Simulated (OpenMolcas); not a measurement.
**C₂H₄F₂: energy and gradient calculation (part 1 of 2)**

System: C₂H₄F₂.
Method: M06-L/cc-pVTZ, RKS (OpenMolcas 26.06).

The geometry comes from this level: PBE0-D4/def2-TZVP.

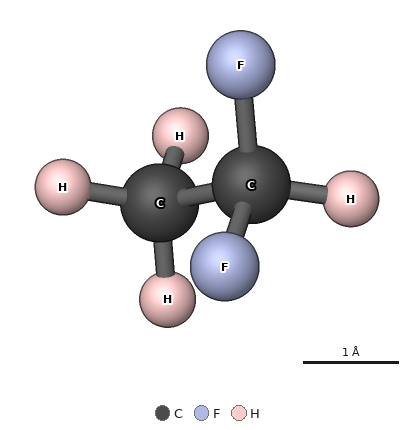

Figure 1. The structure (ball-and-stick view, seen at a tilt).

**Input**
```
* C2H4F2 Kohn-Sham DFT
&GATEWAY
BasLib
$CurrDir
Coord
8
angstrom
C        0.003300       0.777600       0.023300
C       -0.052000      -0.718200      -0.008200
F        0.925500      -1.243400       0.779100
F        0.168200      -1.172100      -1.271900
H        0.981400       1.111900      -0.325400
H       -0.157200       1.132800       1.041800
H       -0.771000       1.190600      -0.624000
H       -1.006100      -1.136400       0.329500
Basis
cc-pVTZ
Group
NoSym
RICD
&SEWARD
&SCF
KSDFT
M06L
PrOrbitals
1 1
&ALASKA
```

Run on 1 thread of Arm Neoverse V1, 24 GiB of memory available, shared host.

Run as:
```bash
export MOLCAS_MEM=1860
pymolcas job.inp > job.log
```

**The program's output**
```
--- Start Module: gateway ---

                                              &GATEWAY

                       available to each process: 1.9 GB of memory, 1 thread

 Basis Set     1 Label: C.CC-PVTZ
 Basis set is read from library:.
 basistype.tbl is not found

 Basis Set     2 Label: F.CC-PVTZ
 Basis set is read from library:.
 basistype.tbl is not found

 Basis Set     3 Label: H.CC-PVTZ
 Basis set is read from library:.
 basistype.tbl is not found

++    Symmetry information:
      ---------------------

                    Character Table for C1

                             E
                    a        1  x, y, xy, Rz, z, xz, Ry, yz, Rx, I
--

++    Basis set information:
      ----------------------

      Basis set label: C.CC-PVTZ.........

      Electronic valence basis set:
      ------------------
      Associated Effective Charge   6.000000 au
      Associated Actual Charge      6.000000 au
      Nuclear Model: Point charge

      Shell  nPrim  nBasis  Cartesian Spherical Contaminant
         s      10       4        X
         p       5       3        X
         d       2       2                 X
         f       1       1                 X

      Basis set label: F.CC-PVTZ.........

      Electronic valence basis set:
      ------------------
      Associated Effective Charge   9.000000 au
      Associated Actual Charge      9.000000 au
      Nuclear Model: Point charge

      Shell  nPrim  nBasis  Cartesian Spherical Contaminant
         s      10       4        X
         p       5       3        X
         d       2       2                 X
         f       1       1                 X

      Basis set label: H.CC-PVTZ.........

      Electronic valence basis set:
      ------------------
      Associated Effective Charge   1.000000 au
      Associated Actual Charge      1.000000 au
      Nuclear Model: Point charge

      Shell  nPrim  nBasis  Cartesian Spherical Contaminant
         s       5       3        X
         p       2       2        X
         d       1       1                 X
--

++    Molecular structure info:
      -------------------------

                    ************************************************
                    **** Cartesian Coordinates / bohr, angstrom ****
                    ************************************************

     Center  Label                x              y              z                     x              y              z
        1      C1               0.006236       1.469451       0.044031              0.003300       0.777600       0.023300
        2      C2              -0.098266      -1.357201      -0.015496             -0.052000      -0.718200      -0.008200
        3      F3               1.748942      -2.349685       1.472286              0.925500      -1.243400       0.779100
        4      F4               0.317852      -2.214948      -2.403543              0.168200      -1.172100      -1.271900
        5      H5               1.854577       2.101186      -0.614917              0.981400       1.111900      -0.325400
        6      H6              -0.297065       2.140682       1.968717             -0.157200       1.132800       1.041800
        7      H7              -1.456979       2.249908      -1.179189             -0.771000       1.190600      -0.624000
        8      H8              -1.901253      -2.147485       0.622665             -1.006100      -1.136400       0.329500

                    ***************************************
                    *    InterNuclear Distances / bohr    *
                    ***************************************

               1 C1            2 C2            3 F3            4 F4            5 H5            6 H6
    1 C1       0.000000
    2 C2       2.829210        0.000000
    3 F3       4.434269        2.571127        0.000000
    4 F4       4.434244        2.571313        4.133790        0.000000
    5 H5       2.061472        4.016634        4.917096        4.918305        0.000000
    6 H6       2.060815        4.026389        4.959434        6.202119        3.362482        0.000000
    7 H7       2.060674        4.026353        6.201976        4.958226        3.362577        3.356582
    8 H8       4.129838        2.069435        3.753221        3.753253        5.804229        4.772174

               7 H7            8 H8
    7 H7       0.000000
    8 H8       4.772957        0.000000

                    *******************************************
                    *    InterNuclear Distances / angstrom    *
                    *******************************************

               1 C1            2 C2            3 F3            4 F4            5 H5            6 H6
    1 C1       0.000000
    2 C2       1.497153        0.000000
    3 F3       2.346514        1.360582        0.000000
    4 F4       2.346501        1.360680        2.187507        0.000000
    5 H5       1.090884        2.125511        2.602015        2.602655        0.000000
    6 H6       1.090536        2.130673        2.624419        3.282020        1.779349        0.000000
    7 H7       1.090462        2.130654        3.281944        2.623780        1.779399        1.776227
    8 H8       2.185416        1.095098        1.986119        1.986136        3.071466        2.525326

               7 H7            8 H8
    7 H7       0.000000
    8 H8       2.525740        0.000000

                    **************************************
                    *    Valence Bond Angles / degree    *
                    **************************************
                          Atom centers                 Phi
                      2 C2       1 C1       5 H5       109.42
                      2 C2       1 C1       6 H6       109.85
                      2 C2       1 C1       7 H7       109.86
                      5 H5       1 C1       6 H6       109.31
                      5 H5       1 C1       7 H7       109.32
                      6 H6       1 C1       7 H7       109.06
                      1 C1       2 C2       3 F3       110.30
                      1 C1       2 C2       4 F4       110.29
                      1 C1       2 C2       8 H8       114.03
                      3 F3       2 C2       4 F4       107.00
                      3 F3       2 C2       8 H8       107.46
                      4 F4       2 C2       8 H8       107.46

           ***************************************************************
           *              Valence Dihedral Angles / degree               *
           ***************************************************************
                    Atom centers                       Phi1     Phi2     Theta
           5 H5       1 C1       2 C2       8 H8        109.42   114.03   179.96
           6 H6       1 C1       2 C2       8 H8        109.85   114.03    59.95
           7 H7       1 C1       2 C2       8 H8        109.86   114.03   -60.02
           3 F3       2 C2       1 C1       5 H5        110.30   109.42    58.94
           3 F3       2 C2       1 C1       6 H6        110.30   109.85   -61.06
           3 F3       2 C2       1 C1       7 H7        110.30   109.86   178.97
           4 F4       2 C2       1 C1       5 H5        110.29   109.42   -59.04
           4 F4       2 C2       1 C1       6 H6        110.29   109.85  -179.05
           4 F4       2 C2       1 C1       7 H7        110.29   109.86    60.99
--

            Nuclear Potential Energy            132.71058189 au

--- Stop Module: gateway /rc=_RC_ALL_IS_WELL_ ---

--- Start Module: seward ---

                                              &SEWARD

                       available to each process: 1.9 GB of memory, 1 thread

               SEWARD will generate:
                  Multipole Moment integrals up to order  2
                  Kinetic Energy integrals
                  Nuclear Attraction integrals (point charge)
                  One-Electron Hamiltonian integrals
                  Velocity integrals
                  Orbital angular momentum around (  0.5505  -1.2267  -0.2506 )
                  Velocity quadrupole around (  0.5505  -1.2267  -0.2506 )
                  RI decomposed two-electron repulsion integrals stored Cholesky style
                   - acCD auxiliary basis
                   - CD Threshold:   1.00E-04

                   Integrals are discarded if absolute value <: 1.00E-14
                   Integral cutoff threshold is set to       <: 1.00E-16

            Nuclear Potential Energy            132.71058189 au

      Basis set specifications :
      Symmetry species         a
      Basis functions          176

--- Stop Module: seward /rc=_RC_ALL_IS_WELL_ ---
--- Module seward spent 4 seconds ---

--- Start Module: scf ---

                                                &SCF

                       available to each process: 1.9 GB of memory, 1 thread

++    Input section:
      --------------

      Header of the integral files:

      Cartesian coordinates in angstrom:
      -----------------------------------------------------
      No.  Label        X            Y            Z
      -----------------------------------------------------
       1   C1         0.00330000   0.77760000   0.02330000
       2   C2        -0.05200000  -0.71820000  -0.00820000
       3   F3         0.92550000  -1.24340000   0.77910000
       4   F4         0.16820000  -1.17210000  -1.27190000
       5   H5         0.98140000   1.11190000  -0.32540000
       6   H6        -0.15720000   1.13280000   1.04180000
       7   H7        -0.77100000   1.19060000  -0.62400000
       8   H8        -1.00610000  -1.13640000   0.32950000
      -----------------------------------------------------
      Nuclear repulsion energy =  132.71058189
--

++    Orbital specifications:
      -----------------------

      Symmetry species               1
                                     a
      Frozen orbitals                0
      Occupied orbitals             17
      Secondary orbitals           159
      Deleted orbitals               0
      Total number of orbitals     176
      Number of basis functions    176
--

      Molecular charge                           0.000

      Numerical integration parameters
      --------------------------------
      Radial quadrature type:                         MHL
      Size of radial grid:                            75
      Lebedev angular grid:                           29
      Angular grid pruned with the crowding factor:  3.00E+00
                                 and fading factor:  6.00E+00
      Screening threshold for integral computation:   1.00E-11
      Radial quadrature accuracy:                     1.00E-25
      Maximum batch size:                             128
      AO values are stored on disk
      The same grid will be used for all iterations.

      DFT functional specifications
      -----------------------------
      Using Libxc version: 6.2.2
      Please cite the following reference:
      S. Lehtola, C. Steigemann, M. J.T. Oliveira, and M. A.L. Marques.,  SoftwareX 7, 1–5 (2018) doi:10.1016/j.softx.2017.11.002

      * Minnesota M06-L exchange functional
      * Minnesota M06-L correlation functional
        - Y. Zhao and D. G. Truhlar.,  Theor. Chem. Acc. 120, 215 (2008) doi:10.1007/s00214-007-0310-x

++    Optimization specifications:
      ----------------------------
```
